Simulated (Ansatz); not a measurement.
| atom | x (Å) | y (Å) | z (Å) |
| --- | --- | --- | --- |
| C | -1.5674 | 0.5759 | 0.3390 |
| Hf | 0.4862 | -0.1787 | -0.1052 |
| O | 1.1739 | -0.8161 | 1.5791 |
| O | 1.4530 | 1.3402 | -0.7940 |
| O | 0.2469 | -1.5803 | -1.4069 |
| H | -1.5455 | 1.3861 | 1.0762 |
| H | -2.0547 | 0.9649 | -0.5619 |
| H | -2.2071 | -0.2172 | 0.7418 |
| H | 1.7456 | -0.9245 | 2.3314 |
| H | 1.9762 | 1.8827 | -1.3739 |
| H | 0.2928 | -2.4330 | -1.8256 |

Geometry: PBE0-D4/def2-TZVP; core potentials replace the inner electrons of Hf.

Computed with RKS PBE0-D4/def2-TZVPP (Ansatz).

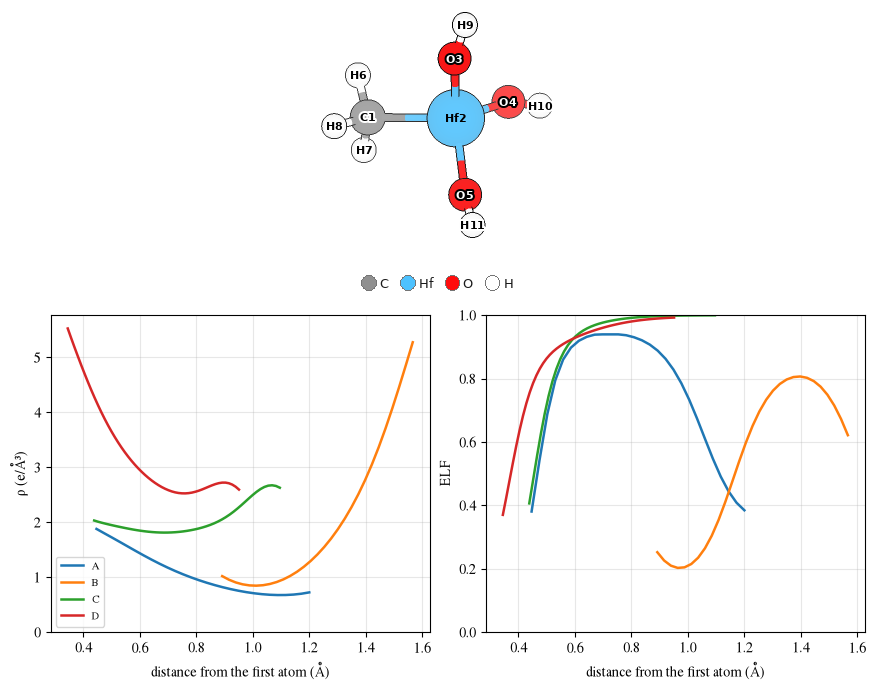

CH$_{6}$HfO$_{3}$ (SMILES [CH3][Hf]([OH])([OH])[OH]). Electron density and ELF along straight lines between neighbouring atoms. The curves leave out the atomic cores. The structure is drawn too.

Q: Which curve belongs to which contact (C–H, C–Hf, Hf–O and O–H)? The first atom named is at distance zero.

A: Curve A: C–Hf (2.23 Å): the density is about 0.68 e/Å³ at the midpoint; the ELF peaks at about 0.95 in the valence shell of C, 0.7 Å from its nucleus, and is about 0.50 at the midpoint. Curve B: Hf–O (1.93 Å): ρ at the midpoint is about 0.87 e/Å³; the ELF peaks at about 0.80 in the valence shell of O, 0.5 Å from its nucleus, and drops to about 0.20 between the two atoms. Curve C: C–H (1.10 Å): ρ is about 1.9 e/Å³ halfway; the ELF climbs to about 1 towards the hydrogen, as it does in any bond to H; an ordinary covalent bond to hydrogen. Curve D: O–H (0.95 Å): ρ at the midpoint is about 3.9 e/Å³; the ELF climbs to about 1 towards the hydrogen; an ordinary covalent bond to hydrogen.
